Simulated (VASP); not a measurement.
Band structure of KF (rock salt). Calculation: revPBE GGA, VASP's PBE PAW potentials (set 64) (plane waves; VASP).

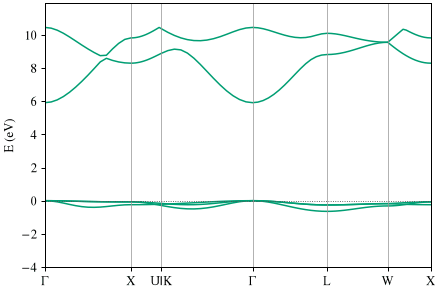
Fig. 1. Bands along high-symmetry lines, zero at the valence-band maximum or, without a gap, the Fermi level

Task: Read the plot: is there a gap, and where are the band edges?

Result: The gap is direct, 5.91 eV, from the valence maximum at Γ to the conduction minimum at Γ. (Edges off the drawn lines would not show.)

Measured: gap 10.90 eV (computed value off by -4.99 eV), as given by David Koller et al., Journal of Physics Condensed Matter (2013), arXiv:1304.4470.

The compound is KF in the rock salt structure. It was relaxed first, which changed the volume by +12 %.
